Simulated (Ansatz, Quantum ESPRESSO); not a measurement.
# Mode couplings of Zr (P6_3/mmc) in a second program

Aim: mode couplings and λ of Zr (P6_3/mmc) by double-delta sums in Quantum ESPRESSO. The first relaxation steps of the session are not shown, so no cell shown is the starting entry, unless a step says so.

Program: Ansatz 0.2.0 and Quantum ESPRESSO 7.5. Level of theory: DFT PBE, scalar-relativistic, plane waves, PAW, in the first sound run; inputs show where later runs differ. Results are calculated unless marked as measured.

## 1. The cell after earlier relaxation steps

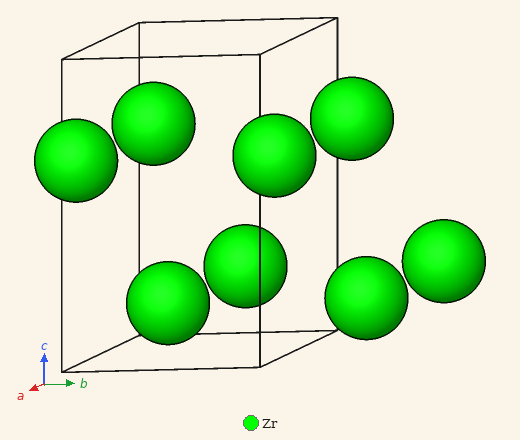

The starting structure, seen slightly off an axis (zirconium green). 2×2×1 cells are drawn.

Coordinates:

```cif
data_structure
_symmetry_space_group_name_H-M 'P6_3/mmc'
_symmetry_Int_Tables_number 194
_cell_length_a 3.2348
_cell_length_b 3.2348
_cell_length_c 5.1661
_cell_angle_alpha 90.000
_cell_angle_beta 90.000
_cell_angle_gamma 120.000
_cell_volume 46.82
loop_
_atom_site_label
_atom_site_type_symbol
_atom_site_symmetry_multiplicity
_atom_site_Wyckoff_symbol
_atom_site_fract_x
_atom_site_fract_y
_atom_site_fract_z
_atom_site_occupancy
Zr1 Zr 2 c 0.33333 0.66667 0.25000 1
```

## 2. Relaxing tightly for phonons

Phonons are second derivatives about the minimum, so the remaining forces must be small: the thresholds are tightened. Earlier relaxation steps are not shown.

input.yaml reads:

```yaml
crystal:
  lattice:
    - [3.234828593, 0.0, 0.0]
    - [-1.6174142965, 2.8014437385, 0.0]
    - [0.0, 0.0, 5.1660915249]
  atoms:
    - { symbol: Zr, position: [0.3333333333, 0.6666666667, 0.25] }
    - { symbol: Zr, position: [0.6666666667, 0.3333333333, 0.75] }
kpoints:
  mp_grid: { grid: [12, 12, 6] }
hamiltonian:
  xc: pbe
scf:
  occupations: { method: methfessel_paxton, width: 0.2 }
output:
  forces: true
  stress: true
  eigenvalues: true
relax:
  adjacent_minimum: "off"
  f_tol: 0.001
  max_steps: 60
  cell: { stress_tol: 0.01 }
```

On the command line:

```console
$ ansatz run input.yaml --threads 4 --pin off --max-ram 8192MiB --backend cpu --events-out ev --progress --plain --runs-dir out
```

Numbers of over 12 decimals in the logs are rounded to 6 here.

Output:

```text
[the first part of the log is left out]
  E_hartree    = 389.424334
  E_xc         = -322.822838
  E_vxc        = -381.188361  (∫ρ·V_xc dr)
  E_paw        = -5908.220463  (= ΣΔE_a)
  E_vpaw       = -161.093784  (= ΣTr[D̂ρ^β])
  E_aug_tail   = 0.000049  (compensation charges beyond the density's cutoff)
  E_ewald      = -2093.750747
  E_smearing   = 0.001734  (= −TS)
  E_closure    = 0.000000  (closes the sum)
  Σ components = -8367.668577   (vs F -8367.668577, Δ=0.00e0)
--- Forces (eV/Å), atoms counted from 1 ---
  atom   1  Zr     0.00000000    -0.00000000     0.00000000
  atom   2  Zr     0.00000000     0.00000000     0.00000000
  max |Σ_I F_I| component: 2.78e-17 eV/Å
--- Stress (GPa, compression-positive) ---
        0.001708       0.000000       0.000000
       -0.000000       0.001708       0.000000
        0.000000       0.000000      -0.001011
  P = ⅓ Tr σ = 0.0008 GPa (0.008 kbar)
--- Band table (eV; the first three rows and the last of 76) ---
  k-point 0: bands = ["-34.9073", "-34.7570", "-13.4281", "-12.5688", "-12.5688", "-12.4413", "-12.4310", "-12.4310", "8.2869", "10.9092", "14.7918", "14.7918", "14.9144", "15.0609", "15.4744", "15.4744"]
  k-point 1: bands = ["-34.8974", "-34.7672", "-13.3660", "-12.5596", "-12.5596", "-12.5119", "-12.4403", "-12.4403", "8.5156", "10.8842", "14.6630", "14.6869", "14.6869", "14.7393", "15.3097", "15.3097"]
  k-point 2: bands = ["-34.8702", "-34.7950", "-13.1937", "-12.7012", "-12.5346", "-12.5346", "-12.4657", "-12.4657", "9.1453", "10.6492", "14.0483", "14.3226", "14.6016", "14.6016", "14.9756", "14.9756"]
  k-point 75: bands = ["-34.7385", "-34.7385", "-13.1984", "-13.1984", "-12.9701", "-12.9701", "-12.5960", "-12.5960", "12.4970", "12.4970", "12.6610", "12.6610", "13.8904", "13.8904", "15.9512", "15.9512"]
--- Relaxed structure (4 steps of the walk, 3 accepted, 1 SCFs on fresh bases) ---
  F+E_penalty+E_count = -8367.66857698 eV   max|allowed force component| = 2.776e-17 eV/Å   (the final SCF, on the basis selected at the relaxed cell)
  cell:  # Å, volume = 46.7909 Å³
    - [3.234584, 0.0, 0.0]
    - [-1.617292, 2.801232, 0.0]
    - [0.0, 0.0, 5.164086]
  atoms:
    - { symbol: Zr, position: [0.333333, 0.666667, 0.250000] }
    - { symbol: Zr, position: [0.666667, 0.333333, 0.750000] }
```

Run time: 3 s. Hardware: 4 threads of Arm Neoverse V2, shared host; peak memory 0.37 GiB; 11 s of CPU time.

Little changed from the start: no atom moved by 0.005 Å and no cell edge by 0.1 %.

Numbers from this step:

| Property | Result |
| --- | --- |
| pressure | 8.02e-4 GPa |
| volume per atom | 23.40 Å³ |
| metallic on mesh | yes |
| gap on the k-mesh | 0 eV |

The largest force is now zero by symmetry and the largest stress component 0.0017 GPa.

## 3. Ground state with pw.x

ph.x needs a tightly converged ground state on the same k mesh; the cell is that of the step before.

This step: DFT PBE, scalar-relativistic, plane waves, GBRV ultrasoft pseudopotentials (Quantum ESPRESSO 7.5).

pw.in reads:

```
 &control
    calculation='scf',
    prefix='x',
    outdir='./tmp',
    pseudo_dir='./pseudo',
    tprnfor=.true.,
    tstress=.true.,
 /
 &system
    ibrav=4,
    celldm(1)=6.11247784,
    celldm(3)=1.59652259,
    nat=2,
    ntyp=1,
    ecutwfc=45.0,
    ecutrho=360.0,
    occupations='smearing',
    smearing='fd',
    degauss=0.00734986,
    nbnd=22,
 /
 &electrons
    conv_thr=1.0d-11,
    mixing_beta=0.5,
 /
ATOMIC_SPECIES
 Zr     91.2240  Zr.upf
ATOMIC_POSITIONS crystal
 Zr     0.333333333   0.666666667   0.250000000
 Zr     0.666666667   0.333333333   0.750000000
K_POINTS automatic
 12 12 6 0 0 0
```

On the command line:

```console
$ OMP_NUM_THREADS=1 mpirun -n 4 pw.x -nk 4 -in pw.in > pw.x.log
```

Output:

```text
Program PWSCF v.7.5

     This program is part of the open-source Quantum ESPRESSO suite
     for quantum simulation of materials; please cite
         "P. Giannozzi et al., J. Phys.:Condens. Matter 21 395502 (2009);
         "P. Giannozzi et al., J. Phys.:Condens. Matter 29 465901 (2017);
         "P. Giannozzi et al., J. Chem. Phys. 152 154105 (2020);
     in publications or presentations arising from this work. More details at

     G-vector sticks info
     --------------------
     sticks:   dense  smooth     PW     G-vecs:    dense   smooth      PW
     Sum         925     463    151                36443    12899    2225

     Using Slab Decomposition

     bravais-lattice index     =            4
     lattice parameter (alat)  =       6.1125  a.u.
     unit-cell volume          =     315.7603 (a.u.)^3
     number of atoms/cell      =            2
     number of atomic types    =            1
     number of electrons       =        24.00
     number of Kohn-Sham states=           22
     kinetic-energy cutoff     =      45.0000  Ry
     charge density cutoff     =     360.0000  Ry
     scf convergence threshold =      1.0E-11
     mixing beta               =       0.5000
     number of iterations used =            8  plain     mixing
     Exchange-correlation= SLA  PW   PBE  PBE
                           (   1   4   3   4   0   0   0)

     celldm(1)=   6.112478  celldm(2)=   0.000000  celldm(3)=   1.596523
     celldm(4)=   0.000000  celldm(5)=   0.000000  celldm(6)=   0.000000

     crystal axes: (cart. coord. in units of alat)
               a(1) = (   1.000000   0.000000   0.000000 )
               a(2) = (  -0.500000   0.866025   0.000000 )
               a(3) = (   0.000000   0.000000   1.596523 )

     reciprocal axes: (cart. coord. in units 2 pi/alat)
               b(1) = (  1.000000  0.577350 -0.000000 )
               b(2) = (  0.000000  1.154701  0.000000 )
               b(3) = (  0.000000 -0.000000  0.626361 )

     PseudoPot. # 1 for Zr read from file:
     ./pseudo/Zr.upf
     Pseudo is Ultrasoft + core correction, Zval = 12.0
     Using radial grid of  887 points,  6 beta functions with:
                l(1) =   0
                l(2) =   0
                l(3) =   1
                l(4) =   1
                l(5) =   2
                l(6) =   2
     Q(r) pseudized with  6 coefficients,  rinner =    1.200   1.200   1.200
                                                       1.200   1.200

     atomic species   valence    mass     pseudopotential
     Zr               12.00    91.22400     Zr( 1.00)

     24 Sym. Ops., with inversion, found (12 have fractional translation)

   Cartesian axes

     site n.     atom                  positions (alat units)
         1        Zr     tau(   1) = (  -0.0000000   0.5773503   0.3991306  )
         2        Zr     tau(   2) = (   0.5000000   0.2886751   1.1973919  )

     number of k points=    76  Fermi-Dirac smearing, width (Ry)=  0.0073
                       cart. coord. in units 2pi/alat
        k(    1) = (   0.0000000   0.0000000   0.0000000), wk =   0.0023148
        k(    2) = (   0.0000000   0.0000000   0.1043936), wk =   0.0046296
        k(    3) = (   0.0000000   0.0000000   0.2087871), wk =   0.0046296
        k(    4) = (   0.0000000   0.0000000  -0.3131807), wk =   0.0023148
        k(    5) = (   0.0000000   0.0962250   0.0000000), wk =   0.0138889
        k(    6) = (   0.0000000   0.0962250   0.1043936), wk =   0.0277778
        k(    7) = (   0.0000000   0.0962250   0.2087871), wk =   0.0277778
        k(    8) = (   0.0000000   0.0962250  -0.3131807), wk =   0.0138889
        k(    9) = (   0.0000000   0.1924501   0.0000000), wk =   0.0138889
        k(   10) = (   0.0000000   0.1924501   0.1043936), wk =   0.0277778
        k(   11) = (   0.0000000   0.1924501   0.2087871), wk =   0.0277778
        k(   12) = (   0.0000000   0.1924501  -0.3131807), wk =   0.0138889
        k(   13) = (   0.0000000   0.2886751   0.0000000), wk =   0.0138889
        k(   14) = (   0.0000000   0.2886751   0.1043936), wk =   0.0277778
        k(   15) = (   0.0000000   0.2886751   0.2087871), wk =   0.0277778
        k(   16) = (   0.0000000   0.2886751  -0.3131807), wk =   0.0138889
[...]
k(   69) = (   0.2500000   0.5292377   0.0000000), wk =   0.0277778
        k(   70) = (   0.2500000   0.5292377   0.1043936), wk =   0.0555556
        k(   71) = (   0.2500000   0.5292377   0.2087871), wk =   0.0555556
        k(   72) = (   0.2500000   0.5292377  -0.3131807), wk =   0.0277778
        k(   73) = (   0.3333333   0.5773503   0.0000000), wk =   0.0046296
        k(   74) = (   0.3333333   0.5773503   0.1043936), wk =   0.0092593
        k(   75) = (   0.3333333   0.5773503   0.2087871), wk =   0.0092593
        k(   76) = (   0.3333333   0.5773503  -0.3131807), wk =   0.0046296

     Dense  grid:    36443 G-vectors     FFT dimensions: (  40,  40,  60)

     Smooth grid:    12899 G-vectors     FFT dimensions: (  27,  27,  48)

     Initial potential from superposition of free atoms

     starting charge      23.9957, renormalised to      24.0000

     negative rho (up, down):  1.211E-01 0.000E+00
     Starting wfcs are   26 randomized atomic wfcs

     per-process dynamical memory:    33.9 Mb

     Self-consistent Calculation

     iteration #  1     ecut=    45.00 Ry     beta= 0.50
     Davidson diagonalization with overlap
     ethr =  1.00E-02,  avg # of iterations =  3.7

     Threshold (ethr) on eigenvalues was too large:
     Diagonalizing with lowered threshold

     Davidson diagonalization with overlap
     ethr =  1.42E-04,  avg # of iterations =  3.0

     negative rho (up, down):  1.221E-01 0.000E+00

     total energy              =    -198.30478109 Ry
     estimated scf accuracy    <       0.03685252 Ry

     iteration #  2     ecut=    45.00 Ry     beta= 0.50
     Davidson diagonalization with overlap
     ethr =  1.54E-04,  avg # of iterations =  2.2

     negative rho (up, down):  1.234E-01 0.000E+00

     total energy              =    -198.30809319 Ry
     estimated scf accuracy    <       0.00267390 Ry

     iteration #  3     ecut=    45.00 Ry     beta= 0.50
     Davidson diagonalization with overlap
     ethr =  1.11E-05,  avg # of iterations =  3.2

     negative rho (up, down):  1.240E-01 0.000E+00

     total energy              =    -198.30833309 Ry
     estimated scf accuracy    <       0.00020152 Ry

     iteration #  4     ecut=    45.00 Ry     beta= 0.50
     Davidson diagonalization with overlap
     ethr =  8.40E-07,  avg # of iterations =  1.8

[...]
k = 0.0000 0.0000 0.1044 (  1623 PWs)   bands (ev):

   -34.7569 -34.6269 -13.2193 -12.4219 -12.4219 -12.3664 -12.3028 -12.3028
     8.6653  11.0365  14.8142  14.8396  14.8396  14.8968  15.4620  15.4620
    16.5573  16.5573  18.5475  18.5475  23.9121  24.1463

          k = 0.0000 0.0000 0.2088 (  1623 PWs)   bands (ev):

   -34.7297 -34.6547 -13.0473 -12.5554 -12.3969 -12.3969 -12.3281 -12.3281
     9.2947  10.7996  14.2022  14.4797  14.7547  14.7547  15.1284  15.1284
    17.2678  17.2678  18.4719  18.4719  23.9770  25.3429

          k = 0.0000 0.0000-0.3132 (  1640 PWs)   bands (ev):

   -34.6924 -34.6924 -12.8056 -12.8056 -12.3626 -12.3626 -12.3626 -12.3626
    10.1319  10.1319  14.1149  14.1149  14.8540  14.8540  14.8540  14.8540
    18.0054  18.0054  18.0054  18.0054  24.4080  24.4080

          k = 0.0000 0.0962 0.0000 (  1631 PWs)   bands (ev):

   -34.7590 -34.6135 -13.2605 -12.4773 -12.4462 -12.3415 -12.3047 -12.2996
     8.6303  11.2388  14.4995  14.8306  15.1233  15.3893  15.4873  15.7946
    16.0203  16.0584  18.6153  19.0760  23.1871  25.0378

          k = 0.0000 0.0962 0.1044 (  1629 PWs)   bands (ev):

   -34.7494 -34.6234 -13.2020 -12.4666 -12.4365 -12.4026 -12.3206 -12.3095
     8.8529  11.2192  14.3993  14.5045  14.9906  15.0178  15.4638  15.6103
    16.4460  16.4677  18.6382  18.9424  23.9384  24.6125

          k = 0.0000 0.0962 0.2088 (  1617 PWs)   bands (ev):

   -34.7231 -34.6503 -13.0399 -12.5785 -12.4359 -12.4099 -12.3528 -12.3366
     9.4689  10.9822  13.8845  14.4215  14.5793  14.8923  15.1729  15.2727
    17.1913  17.2390  18.4923  18.6330  24.4272  25.4079

          k = 0.0000 0.0962-0.3132 (  1614 PWs)   bands (ev):

   -34.6868 -34.6868 -12.8127 -12.8127 -12.3947 -12.3947 -12.3733 -12.3733
    10.3004  10.3004  13.9343  13.9343  14.8102  14.8102  14.9940  14.9940
    17.9642  17.9642  18.0388  18.0388  24.7849  24.7849

          k = 0.0000 0.1925 0.0000 (  1621 PWs)   bands (ev):

[...]
15.9109  16.2837  18.8652  20.2643  23.1224  26.1581

          k = 0.0000 0.1925 0.1044 (  1626 PWs)   bands (ev):

[...]
16.3902  16.4769  18.8169  19.8032  23.8367  25.7712

          k = 0.0000 0.1925 0.2088 (  1615 PWs)   bands (ev):

[...]
17.0926  17.2552  18.5226  19.0420  24.9347  25.5407

          k = 0.0000 0.1925-0.3132 (  1612 PWs)   bands (ev):

[...]
17.8900  17.8900  18.1651  18.1651  25.5261  25.5261

          k = 0.0000 0.2887 0.0000 (  1615 PWs)   bands (ev):

[...]
16.5804  17.0417  19.0918  21.5838  22.8435  25.8503

          k = 0.0000 0.2887 0.1044 (  1614 PWs)   bands (ev):

[...]
16.8311  16.9596  18.9699  20.6844  23.5492  25.9742

          k = 0.0000 0.2887 0.2088 (  1612 PWs)   bands (ev):

[...]
17.2946  17.4357  18.5633  19.4954  24.3460  26.5382

          k = 0.0000 0.2887-0.3132 (  1618 PWs)   bands (ev):

[...]
17.9357  17.9357  18.3643  18.3643  25.6052  25.6052

          k = 0.0000 0.3849 0.0000 (  1603 PWs)   bands (ev):

[...]
k = 0.0000 0.3849 0.1044 (  1617 PWs)   bands (ev):

[...]
k = 0.0000 0.3849 0.2088 (  1609 PWs)   bands (ev):

[...]
k = 0.0000 0.3849-0.3132 (  1600 PWs)   bands (ev):

[...]
k = 0.0000 0.4811 0.0000 (  1604 PWs)   bands (ev):

[...]
k = 0.0000 0.4811-0.3132 (  1604 PWs)   bands (ev):

[...]
k = 0.0000-0.5774 0.0000 (  1602 PWs)   bands (ev):

[...]
k = 0.0000-0.5774 0.1044 (  1592 PWs)   bands (ev):

[...]
k = 0.0000-0.5774 0.2088 (  1602 PWs)   bands (ev):

[...]
k = 0.0000-0.5774-0.3132 (  1604 PWs)   bands (ev):

[...]
k = 0.0833 0.1443-0.3132 (  1608 PWs)   bands (ev):

[...]
k = 0.0833 0.2406-0.3132 (  1614 PWs)   bands (ev):

[...]
k = 0.0833 0.3368-0.3132 (  1618 PWs)   bands (ev):

[...]
k = 0.0833 0.4330-0.3132 (  1608 PWs)   bands (ev):

[...]
k = 0.0833 0.5292-0.3132 (  1602 PWs)   bands (ev):

[...]
k = 0.1667 0.2887-0.3132 (  1614 PWs)   bands (ev):

[...]
k = 0.1667 0.3849-0.3132 (  1606 PWs)   bands (ev):

[...]
k = 0.1667 0.4811-0.3132 (  1604 PWs)   bands (ev):

[...]
k = 0.1667 0.5774-0.3132 (  1606 PWs)   bands (ev):

[...]
k = 0.2500 0.4330 0.1044 (  1605 PWs)   bands (ev):

[...]
k = 0.2500 0.4330 0.2088 (  1600 PWs)   bands (ev):

[...]
k = 0.2500 0.4330-0.3132 (  1596 PWs)   bands (ev):

[...]
k = 0.2500 0.5292 0.0000 (  1614 PWs)   bands (ev):

[...]
k = 0.2500 0.5292 0.1044 (  1608 PWs)   bands (ev):

[...]
k = 0.2500 0.5292 0.2088 (  1605 PWs)   bands (ev):

[...]
k = 0.2500 0.5292-0.3132 (  1604 PWs)   bands (ev):

[...]
18.6303  18.6303  21.3097  21.3097  23.6958  23.6958

          k = 0.3333 0.5774 0.0000 (  1626 PWs)   bands (ev):

   -34.5983 -34.5983 -12.9854 -12.8361 -12.8361 -12.6866 -12.6866 -12.6725
    12.0062  12.7297  12.7297  12.9509  14.3414  14.3414  15.8641  18.3552
    18.3552  18.7443  20.4389  20.4389  21.3096  25.6895

          k = 0.3333 0.5774 0.1044 (  1602 PWs)   bands (ev):

   -34.5983 -34.5983 -12.9651 -12.9238 -12.9238 -12.6942 -12.5957 -12.5957
    12.1409  12.7156  12.7156  12.9652  14.2468  14.2468  15.8273  18.0120
    18.4322  18.4322  20.6606  20.6606  22.0608  25.4880

          k = 0.3333 0.5774 0.2088 (  1608 PWs)   bands (ev):

   -34.5982 -34.5982 -13.0205 -13.0205 -12.9092 -12.7528 -12.4928 -12.4928
    12.4775  12.6775  12.6775  12.9612  14.0973  14.0973  15.8193  16.8879
    18.4740  18.4740  21.3841  21.3841  23.2556  24.3164

          k = 0.3333 0.5774-0.3132 (  1596 PWs)   bands (ev):

   -34.5982 -34.5982 -13.0567 -13.0567 -12.8316 -12.8316 -12.4534 -12.4534
    12.6532  12.6532  12.8139  12.8139  14.0394  14.0394  16.1047  16.1047
    18.4562  18.4562  22.0683  22.0683  23.5361  23.5361

     the Fermi energy is    14.0520 ev

!    total energy              =    -198.30834533 Ry
     estimated scf accuracy    <          6.6E-13 Ry
     smearing contrib. (-TS)   =      -0.00525650 Ry
     internal energy E=F+TS    =    -198.30308884 Ry

     The total energy is F=E-TS. E is the sum of the following terms:
     one-electron contribution =     -36.18045425 Ry
     hartree contribution      =      27.29977989 Ry
     xc contribution           =     -35.53457312 Ry
     ewald contribution        =    -153.88784136 Ry

     convergence has been achieved in   9 iterations

     negative rho (up, down):  1.239E-01 0.000E+00

     Forces acting on atoms (cartesian axes, Ry/au):

     atom    1 type  1   force =     0.00000000    0.00000000    0.00000000
     atom    2 type  1   force =     0.00000000    0.00000000    0.00000000

     Total force =     0.000000     Total SCF correction =     0.000000

     Computing stress (Cartesian axis) and pressure

     negative rho (up, down):  1.239E-01 0.000E+00
          total   stress  (Ry/bohr**3)                   (kbar)     P=        0.49
  -0.00000311  -0.00000000  -0.00000000           -0.46       -0.00       -0.00
  -0.00000000  -0.00000311  -0.00000000           -0.00       -0.46       -0.00
  -0.00000000  -0.00000000   0.00001621           -0.00       -0.00        2.39

     Writing all to output data dir ./tmp/x.save/ :
     XML data file, charge density, pseudopotentials, collected wavefunctions

   JOB DONE.
```

Run time: 11 s. Hardware: 4 MPI ranks; 43 s of CPU time.

Numbers from this step:

```yaml
pressure: 0.04900 GPa
```

With these potentials, mesh and smearing the cell is at 0.049 GPa.

(Continued in part 2 of 3.)

[Logs are printed without paths, hosts, clocks, repeated set-up lines and the standing remarks that a program may print on its own settings, such as how far it seeks lower states.]

[Hosts, paths, dates, database ids (printed as entryN), source tags and the programs' standing remarks are cut or masked in the printed files.]
